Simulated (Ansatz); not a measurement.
**SiF3 (SMILES F[Si](F)F): UCCSD(T)/STO-3G**

What is the energy change on altering one bond length of SiF3 at UCCSD(T)/STO-3G? 

Program for the calculation: Ansatz 0.2.0.

9 further runs of the same task are left out: 7 that didn't finish, 2 set aside as unsound or not needed.

### 1 The structure to begin with

SiF3 has 4 atoms, charge 0, and is taken as a doublet. As SMILES, `F[Si](F)F`. The shape is that of a PBE0-D4/def2-TZVP optimisation.

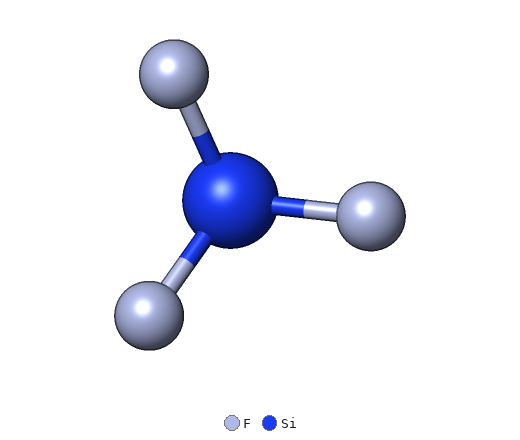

Viewed from a chosen angle; fluorine light blue, silicon blue.

### 2 A single-point energy at UCCSD(T)/STO-3G

input.yaml

```yaml
crystal:
  periodic: [false, false, false]
  atoms:
    - {symbol: F, position_ang: [0.784850, -0.507040, 1.151700]}
    - {symbol: Si, position_ang: [-0.282750, 0.213060, 0.234280]}
    - {symbol: F, position_ang: [-0.994260, -0.892250, -0.644340]}
    - {symbol: F, position_ang: [0.492160, 1.186230, -0.741640]}
basis:
  gaussian:
    orbitals: STO-3G
scf:
  omitted_lower_state_checks: [cluster_reference, increment]
magnetization:
  spin_polarized: true
  initial_magnetization: 1
accuracy: high
correlation:
  method: ccsd_t
  frozen_orbitals: {F: 1, Si: 5}
```

Command:

```console
ansatz run input.yaml --threads 1 --pin off --max-ram 3480MiB --events-out events.jsonl --progress --plain --runs-dir runs
```

Standard output, shortened:

```text
Warning: RAYON_NUM_THREADS=1 ignored (pool sized by the plan → 1); use --threads N
Functional definition: HF
  name "HF"
[...]
460 factors; integrals over basis functions are off by at most 3.1e-8 eV
[...]
mean field -15775.13431364 eV, -579.7254932562 hartree, gradient 2.1e-8 eV, S^2 0.757352; 0 other end points of the search recorded, 0 dependent functions left out
8 core orbitals not correlated: weight in the atoms' cores, before any rotation towards them, 1.000 or more for the frozen orbitals, at most 0.000 for the correlated occupied ones
reference -15775.13431364 eV, -579.7254932562 hartree; 13, 12 occupied and 3, 4 virtual orbitals, 460 factors
second order -1.92037273 eV of doubles, -0.00000000 eV of singles
cycle   1  -2.07464061 eV  change   -1.5e-1 eV  update   7.9e-2
[...]
cycle  19  -2.30920735 eV  change   -1.7e-9 eV  update   2.7e-9
perturbative correction -0.17949557 eV, -0.0065963404 hartree
Total energy: -15777.62301656 eV, -579.8169514017 hartree
Checks for a lower state left out: cluster_reference, increment
```

It took 0.5 s on 1 thread of Intel Xeon Platinum 8375C at 2.90GHz (Ice Lake), shared host.

### 3 The distorted shape at the same level

input.yaml

```yaml
basis:
  gaussian:
    orbitals: STO-3G
crystal:
  periodic: [false, false, false]
  atoms:
    - {symbol: F, position_ang: [1.051741, -0.687059, 1.381047]}
    - {symbol: Si, position_ang: [-0.282750, 0.213060, 0.234280]}
    - {symbol: F, position_ang: [-0.994260, -0.892250, -0.644340]}
    - {symbol: F, position_ang: [0.492160, 1.186230, -0.741640]}
magnetization:
  spin_polarized: true
  initial_magnetization: 1
correlation:
  method: ccsd_t
  frozen_orbitals: {F: 1, Si: 5}
accuracy: high
scf:
  omitted_lower_state_checks: [cluster_reference, increment]
```

Command:

```console
ansatz run input.yaml --threads 1 --pin off --max-ram 3480MiB --events-out events.jsonl --progress --plain --runs-dir runs
```

Standard output, shortened:

```text
Warning: RAYON_NUM_THREADS=1 ignored (pool sized by the plan → 1); use --threads N
[... 2 set-up lines as earlier in the session ...]
[...]
449 factors; integrals over basis functions are off by at most 2.8e-8 eV
[...]
mean field -15773.88605351 eV, -579.6796205425 hartree, gradient 2.9e-8 eV, S^2 0.887179; 2 other end points of the search recorded, 0 dependent functions left out
8 core orbitals not correlated: weight in the atoms' cores, before any rotation towards them, 1.000 or more for the frozen orbitals, at most 0.000 for the correlated occupied ones
reference -15773.88605351 eV, -579.6796205425 hartree; 13, 12 occupied and 3, 4 virtual orbitals, 449 factors
second order -1.86997745 eV of doubles, -0.00000000 eV of singles
cycle   1  -2.08522136 eV  change   -2.2e-1 eV  update   9.8e-2
[...]
cycle  29  -2.66016483 eV  change  -7.2e-10 eV  update   1.5e-9
perturbative correction -0.20467608 eV, -0.0075217074 hartree
Total energy: -15776.75089443 eV, -579.7849015043 hartree
Checks for a lower state left out: cluster_reference, increment
```

Wall time 0.81 s (1 thread of Intel Xeon Platinum 8375C at 2.90GHz (Ice Lake), shared host).

### 4 Summary of results

Level: UCCSD(T)/STO-3G, 8 core orbitals frozen.

| quantity | value |
| --- | --- |
| first shape: total energy | -579.81695 Eh |
| first shape: correlation energy (8 core orbitals frozen) | -91.5 mEh |
| first shape: (T) correction | -6.60 mEh |
| first shape: ⟨S²⟩ of the reference determinant | 0.757 |
| first shape: T1 diagnostic | 0.015 |
| distorted shape: total energy | -579.78490 Eh |
| distorted shape: correlation energy (8 core orbitals frozen) | -105.3 mEh |
| distorted shape: (T) correction | -7.52 mEh |
| distorted shape: ⟨S²⟩ of the reference determinant | 0.887 |
| distorted shape: T1 diagnostic | 0.030 |
| energy change with the F1–Si2 bond stretched from 1.581 to 1.976 Å | 0.872 eV |

With the F1–Si2 bond stretched from 1.581 to 1.976 Å the energy rises by 0.87 eV (20.1 kcal/mol). The first shape isn't relaxed at this level, so the change isn't measured from a minimum. The minimal basis adds a large error of its own. The triples (first shape) make up 7.2 % of the correlation energy. ⟨S²⟩ (distorted shape) is 0.89 where a pure doublet has 0.75: the reference is spin-contaminated. The triples (distorted shape) make up 7.1 % of the correlation energy.
